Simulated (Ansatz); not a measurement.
# H9N2PSi: search for a transition state

Is there a first-order saddle for this four-centre ligand exchange, which should form Si1–P7, N2–H6 and break Si1–N2, H6–P7, and which two structures does it connect?

Computed with Ansatz 0.2.0, Gaussian basis. Level: PBE0-D4, def2-SVP first, then def2-TZVP.

152 further runs of the same task are left out: 152 set aside as unsound or not needed.

### Step 1. The system as given

The guess: 13 atoms, charge 0, spin multiplicity 1.

Atoms are counted from 1 here; the program's logs count them from 0.

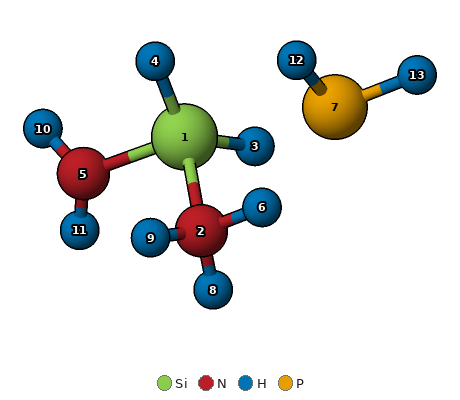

The starting geometry (silicon green, nitrogen red, hydrogen blue, phosphorus amber); atoms are numbered from 1 in the order of the file.

As a file:

```
Si   -0.2975    0.5535    0.5348
N     0.5688   -1.0298    0.0824
H    -1.7015    0.1892    0.6276
H     0.3678    1.6354   -0.1598
N     0.4206    0.7156    2.1151
H     0.2307   -1.1308   -0.9689
P    -0.7891   -0.1514   -2.1980
H     0.2743   -1.8372    0.6191
H     1.5779   -0.9479    0.1306
H     0.4504    1.6322    2.5291
H     0.2285    0.0402    2.8399
H     0.2096    0.5436   -2.8200
H    -1.5404   -0.2125   -3.3319
```

Distances that are to change: Si1–P7 2.86 Å, N2–H6 1.11 Å, Si1–N2 1.86 Å, H6–P7 1.87 Å.

### Step 2. Relaxing the guess with the reacting distances held

hold/in.yaml

```yaml
crystal:
  periodic: [false, false, false]
  atoms:
    - {symbol: Si, position_ang: [-0.297500, 0.553500, 0.534800]}
    - {symbol: N, position_ang: [0.568800, -1.029800, 0.082400]}
    - {symbol: H, position_ang: [-1.701500, 0.189200, 0.627600]}
    - {symbol: H, position_ang: [0.367800, 1.635400, -0.159800]}
    - {symbol: N, position_ang: [0.420600, 0.715600, 2.115100]}
    - {symbol: H, position_ang: [0.230700, -1.130800, -0.968900]}
    - {symbol: P, position_ang: [-0.789100, -0.151400, -2.198000]}
    - {symbol: H, position_ang: [0.274300, -1.837200, 0.619100]}
    - {symbol: H, position_ang: [1.577900, -0.947900, 0.130600]}
    - {symbol: H, position_ang: [0.450400, 1.632200, 2.529100]}
    - {symbol: H, position_ang: [0.228500, 0.040200, 2.839900]}
    - {symbol: H, position_ang: [0.209600, 0.543600, -2.820000]}
    - {symbol: H, position_ang: [-1.540400, -0.212500, -3.331900]}
basis:
  gaussian: {orbitals: def2-SVP}
hamiltonian: {xc: pbe0, dispersion: d4}
relax: {f_tol: 0.04, max_steps: 150, escape_saddle: false, constraints: [{distance: [0, 6]}, {distance: [1, 5]}, {distance: [0, 1]}, {distance: [5, 6]}]}
```

The run is started by

```bash
$ ansatz run in.yaml --threads 8 --pin off --events-out ev --progress --plain --max-ram 19148MiB
```

The runs that follow: A starting Hessian; Saddle search in the small basis; Saddle search in triple zeta; Checking the order of the point; Relaxing after a step of 0.30 Å one way along the mode; Relaxing after a step of 0.30 Å the other way along the mode.

Q: Predict the outcome of this session. Wanted: imaginary mode; barrier from the start side; barrier from the end side; energy of the step; pairs that change; zero-point energy at the saddle.

The runs gave:

| quantity | value |
| --- | --- |
| imaginary mode | 301i cm⁻¹ |
| barrier from the start side | 37.4 kcal/mol |
| barrier from the end side | 31.8 kcal/mol |
| energy of the step | +5.6 kcal/mol |
| pairs that change | Si1–P7 formed, N2–H6 formed, Si1–N2 broken, H6–P7 broken |
| zero-point energy at the saddle | 2.609 eV |

One imaginary mode, 301i cm⁻¹, makes this a first-order saddle. It joins the planned start and end. At PBE0-D4/def2-TZVP the electronic barrier is 37.4 kcal/mol, about 63 kT at 298 K, and the step runs 5.6 kcal/mol uphill. A step off the saddle overshot and began above it in energy, so the link to its end is likely but not proven. Lower complexes than these ends may exist.
